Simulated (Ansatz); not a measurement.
# HNO2 (nitrous acid): CCSD(T)/def2-TZVP

Aim: the vertical ionisation energy of HNO2 (nitrous acid) at CCSD(T)/def2-TZVP, from 2 runs. 

The results are computed with Ansatz 0.2.0.

55 further runs of the same task are left out: 55 set aside as unsound or not needed.

### Step 1. The system as given

HNO2: 4 atoms, total charge 0, spin state singlet. As SMILES, `O=NO`. The coordinates come from a PBE0-D4/def2-TZVP relaxation.

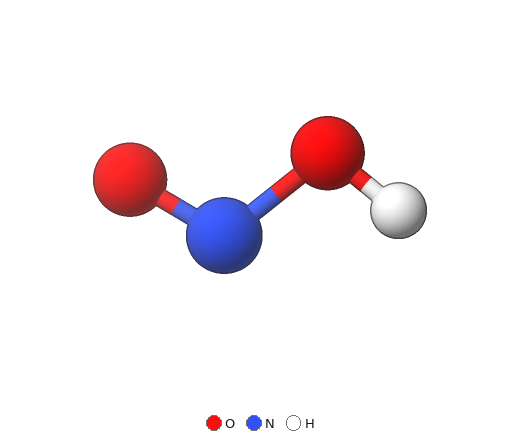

The structure, seen from a chosen angle (oxygen red, nitrogen blue, hydrogen white).

### Step 2. The energy at CCSD(T)/def2-TZVP

input.yaml

```yaml
crystal:
  periodic: [false, false, false]
  atoms:
    - {symbol: O, position_ang: [0.413650, 0.047230, 1.437260]}
    - {symbol: "N", position_ang: [0.320150, -0.419400, 0.377370]}
    - {symbol: O, position_ang: [-0.362650, 0.434660, -0.492650]}
    - {symbol: H, position_ang: [-0.371140, -0.062490, -1.321980]}
basis:
  gaussian:
    orbitals: def2-TZVP
correlation:
  method: ccsd_t
  frozen_orbitals: {H: 0, "N": 1, O: 1}
accuracy: high
scf:
  omitted_lower_state_checks: [cluster_reference, increment]
```

Command:

```console
$ ansatz run input.yaml --threads 1 --pin off --max-ram 3480MiB --events-out events.jsonl --progress --plain --runs-dir runs
```

Output, shortened:

```text
Warning: RAYON_NUM_THREADS=1 ignored (pool sized by the plan → 1); use --threads N
Functional definition: HF
  name "HF"
[...]
1704 factors; integrals over basis functions are off by at most 3.2e-9 eV
[...]
mean field -5571.06198659 eV, -204.7327518058 hartree, gradient 5.0e-8 eV, S^2 0.000000; 0 other end points of the search recorded, 0 dependent functions left out; unrestricted orbitals would lower it
3 core orbitals not correlated: weight in the atoms' cores, before any rotation towards them, 1.000 or more for the frozen orbitals, at most 0.000 for the correlated occupied ones
reference -5571.06198659 eV, -204.7327518058 hartree; 9, 9 occupied and 87, 87 virtual orbitals, 1704 factors
second order -18.29377741 eV of doubles, -0.00000000 eV of singles
cycle   1  -17.58588278 eV  change    7.1e-1 eV  update   1.2e-1
[...]
cycle  24  -18.29235790 eV  change  -5.4e-11 eV  update   1.4e-9
perturbative correction -0.84883377 eV, -0.0311940655 hartree
Total energy: -5590.20317826 eV, -205.4361776252 hartree
Checks for a lower state left out: cluster_reference, increment
```

Run time: 21 s. Hardware: 1 thread of Arm Neoverse V1, shared host; peak memory 0.74 GiB.

### Step 3. The doublet cation, same level

molecule.yaml

```yaml
crystal:
  periodic: [false, false, false]
  atoms:
    - symbol: O
      position_ang: [0.413650, 0.047230, 1.437260]
    - symbol: N
      position_ang: [0.320150, -0.419400, 0.377370]
    - symbol: O
      position_ang: [-0.362650, 0.434660, -0.492650]
    - symbol: H
      position_ang: [-0.371140, -0.062490, -1.321980]
basis:
  gaussian:
    orbitals: def2-TZVP
total_charge: 1
magnetization:
  spin_polarized: true
  initial_magnetization: 1
correlation:
  method: ccsd_t
  frozen_orbitals: {H: 0, "N": 1, O: 1}
accuracy: high
scf:
  omitted_lower_state_checks: [cluster_reference, increment]
```

Command:

```console
$ ansatz run molecule.yaml --threads 1 --pin off --max-ram 3480MiB --events-out events.jsonl --progress --plain --runs-dir runs
```

Output, shortened:

```text
Warning: RAYON_NUM_THREADS=1 ignored (pool sized by the plan → 1); use --threads N
[... 2 set-up lines as earlier in the session ...]
[...]
1704 factors; integrals over basis functions are off by at most 3.2e-9 eV
[...]
mean field -5560.76307896 eV, -204.3542739311 hartree, gradient 2.8e-8 eV, S^2 0.853310; 6 other end points of the search recorded, 0 dependent functions left out
3 core orbitals not correlated: weight in the atoms' cores, before any rotation towards them, 1.000 or more for the frozen orbitals, at most 0.000 for the correlated occupied ones
reference -5560.76307896 eV, -204.3542739311 hartree; 9, 8 occupied and 87, 88 virtual orbitals, 1704 factors
second order -16.79733360 eV of doubles, -0.00000000 eV of singles
cycle   1  -16.41454304 eV  change    3.8e-1 eV  update   1.4e-1
[...]
cycle  33  -17.46636710 eV  change  -5.2e-10 eV  update  2.4e-10
perturbative correction -0.87558931 eV, -0.0321773136 hartree
Total energy: -5579.10503537 eV, -205.0283283966 hartree
Checks for a lower state left out: cluster_reference, increment
```

It took 84 s on 1 thread of Arm Neoverse V1, shared host; peak memory 1.4 GiB.

### Step 4. What came out

Level: CCSD(T)/def2-TZVP, 3 core orbitals frozen.

```
                                                   quantity          value
                                 singlet HNO2: total energy  -205.43618 Eh
  singlet HNO2: correlation energy (3 core orbitals frozen)     -703.4 mEh
                               singlet HNO2: (T) correction     -31.19 mEh
                                singlet HNO2: T1 diagnostic          0.020
                               doublet cation: total energy  -205.02833 Eh
doublet cation: correlation energy (3 core orbitals frozen)     -674.1 mEh
                             doublet cation: (T) correction     -32.18 mEh
          doublet cation: ⟨S²⟩ of the reference determinant          0.853
                              doublet cation: T1 diagnostic          0.050
         vertical ionisation energy (to the doublet cation)      11.098 eV
```

In words: The vertical ionisation energy comes to 11.10 eV (1071 kJ/mol). The T1 diagnostic (singlet HNO2) of 0.020 is above the customary mark for such species, so a single reference may not serve. The restricted solution (singlet HNO2) is unstable to spin breaking: an unrestricted one lies lower. The triples (singlet HNO2) make up 4.4 % of the correlation energy. ⟨S²⟩ (doublet cation) is 0.85 where a pure doublet has 0.75: the reference is spin-contaminated. The T1 diagnostic (doublet cation) of 0.050 is above the customary mark for such species, so a single reference may not serve.
